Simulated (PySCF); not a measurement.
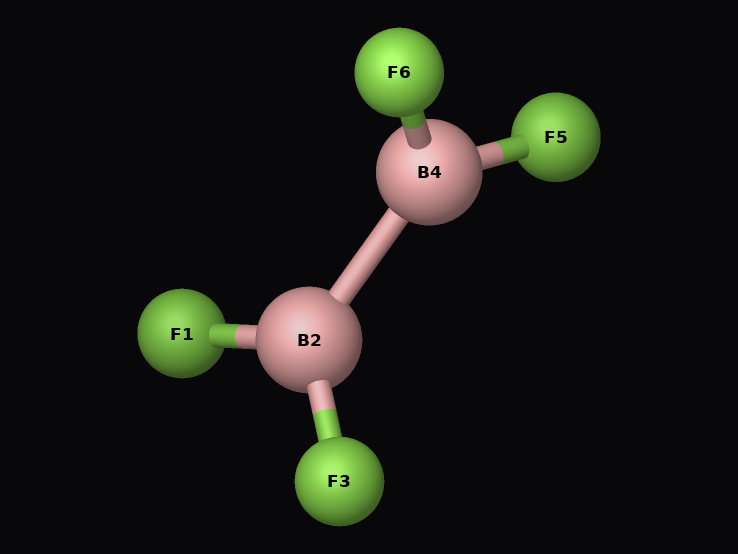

Computed geometry: PBE0-D3(BJ)/def2-SVP optimisation. No frequency run is at hand to confirm it as a minimum. Properties computed with B3LYP/pcJ-2 indirect spin-spin coupling, non-relativistic, gas phase (PySCF 2.14.0). Isotopes: 11B, 19F.

Give the spin–spin coupling constants of these pairs, with the number of bonds between them: F1/B2, B2/B4, B2/F3, B4/F6, B4/F5, F1/B4, F1/F3, B2/F6, B2/F5, F3/B4, F5/F6, F1/F6, F1/F5, F3/F6.

| pair | bonds apart | J (Hz) |
| --- | --- | --- |
| F1, B2 | 1 | −165.6 |
| B2, B4 | 1 | 159.6 |
| B2, F3 | 1 | −165.7 |
| B4, F6 | 1 | −165.4 |
| B4, F5 | 1 | −165.8 |
| F1, B4 | 2 | 80.5 |
| F1, F3 | 2 | −253.0 |
| B2, F6 | 2 | 80.7 |
| B2, F5 | 2 | 80.5 |
| F3, B4 | 2 | 80.5 |
| F5, F6 | 2 | −252.9 |
| F1, F6 | 3 | 25.0 |
| F1, F5 | 3 | 23.4 |
| F3, F6 | 3 | 22.9 |

Density functionals are unreliable for couplings to fluorine, so those rows may be far off.
